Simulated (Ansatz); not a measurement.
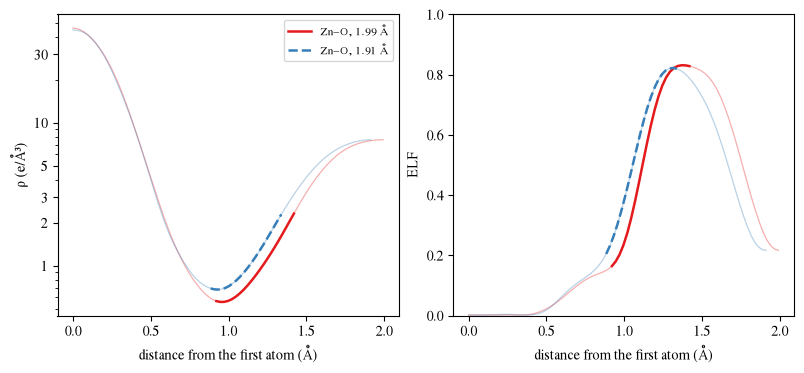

Zn$_{6}$O. Valence pseudo-density and electron localisation function along straight lines between neighbouring atoms. Thin, pale parts lie inside the atomic spheres.

Space group Cm; a generated structure, not necessarily the stable one; computed pressure about −4 GPa in this cell.

All numbers below come from DFT r2SCAN, scalar-relativistic, plane waves, PAW in Ansatz.

In a PAW calculation such maps are meaningful between the atoms, not at the nuclei.

```cif
data_structure
_symmetry_space_group_name_H-M 'P 1'
_symmetry_Int_Tables_number 1
_cell_length_a 5.2109
_cell_length_b 2.9873
_cell_length_c 13.3147
_cell_angle_alpha 90.000
_cell_angle_beta 97.435
_cell_angle_gamma 90.000
_cell_volume 205.52
loop_
_atom_site_label
_atom_site_type_symbol
_atom_site_fract_x
_atom_site_fract_y
_atom_site_fract_z
_atom_site_occupancy
Zn1 Zn 0.77798 0.50000 0.22993 1
Zn2 Zn 0.27798 0.00000 0.22993 1
Zn3 Zn 0.87291 0.00000 0.01026 1
Zn4 Zn 0.37291 0.50000 0.01026 1
Zn5 Zn 0.99422 0.00000 0.37803 1
Zn6 Zn 0.49422 0.50000 0.37803 1
Zn7 Zn 0.87826 0.50000 0.53302 1
Zn8 Zn 0.37826 0.00000 0.53302 1
Zn9 Zn 0.59779 0.50000 0.68961 1
Zn10 Zn 0.09779 0.00000 0.68961 1
Zn11 Zn 0.98445 0.50000 0.84908 1
Zn12 Zn 0.48445 0.00000 0.84908 1
O1 O 0.72990 0.50000 0.08507 1
O2 O 0.22990 0.00000 0.08507 1
```

### Compare the contacts.

Zn–O (1.99 Å): ρ at the midpoint is about 0.57 e/Å³; the ELF peaks at about 0.85 in the valence shell of O, 0.6 Å from its nucleus, and is about 0.25 at the midpoint; no localised pair shows between them.
Zn–O (1.91 Å): ρ is about 0.69 e/Å³ halfway; the ELF peaks at about 0.80 in the valence shell of O, 0.6 Å from its nucleus, and is about 0.30 at the midpoint.
